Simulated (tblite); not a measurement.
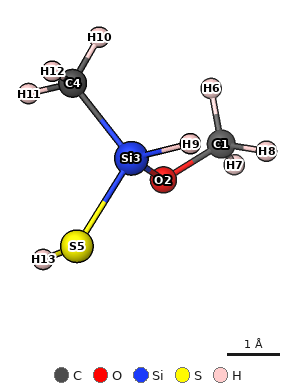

This is the input geometry for a relaxation of C₂H₈OSSi. A ball-and-stick model, seen at a tilt.

All numbers below come from GFN2-xTB geometry optimisation, gas phase (tblite).

```xyz
13

C    -1.8726   -0.6434    0.6138
O    -0.5858   -1.0421    0.2094
Si    0.3381   -0.0090   -0.7034
C     1.2311    1.2625    0.2853
S     1.7516   -1.2044   -1.7564
H    -1.8503    0.2638    1.2293
H    -2.3184   -1.4389    1.2141
H    -2.5230   -0.4762   -0.2504
H    -0.5491    0.6563   -1.6931
H     0.5295    1.8878    0.8537
H     1.8972    0.7822    1.0198
H     1.8341    1.9061   -0.3390
H     2.1133   -1.9441   -0.7008
```

### What does the optimiser find from here?

The energy falls by 4.21 kcal/mol in 105 geometry steps. The atom that moves furthest after the best rigid fit is H13 (1.01 Å). Largest moves by element: H 1.01 Å, S 0.48 Å, C 0.21 Å, O 0.19 Å, Si 0.12 Å. Near-neighbour distances that change, for instance: Si3–C4 1.842 → 1.895 Å, O2–Si3 1.660 → 1.625 Å, Si3–H9 1.486 → 1.464 Å, S5–H13 1.339 → 1.322 Å. Bond angles that change, for instance: C1–O2–Si3 119.4° → 127.3°, O2–Si3–S5 107.0° → 101.2°, O2–Si3–H9 108.2° → 110.6°. Groups turn about Si3–S5 by about 65°, O2–Si3 by about 25°. The run took 0.89 s on 1 thread of Arm Neoverse N1, on a shared host.

Final geometry:

```xyz
13

C    -1.7427   -0.6914    0.6848
O    -0.5464   -0.9933    0.0289
Si    0.4308    0.0363   -0.7611
C     1.1172    1.4348    0.3186
S     2.0191   -1.2713   -1.3600
H    -1.5762    0.0351    1.4823
H    -2.1301   -1.6157    1.1133
H    -2.4730   -0.2822   -0.0160
H    -0.2342    0.5676   -1.9522
H     0.3425    2.1510    0.5790
H     1.5377    1.0481    1.2445
H     1.9047    1.9769   -0.1951
H     1.3464   -2.3953   -1.1846
```

The end point in the same view:

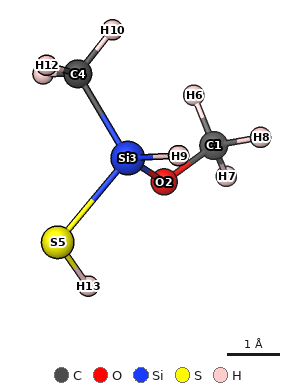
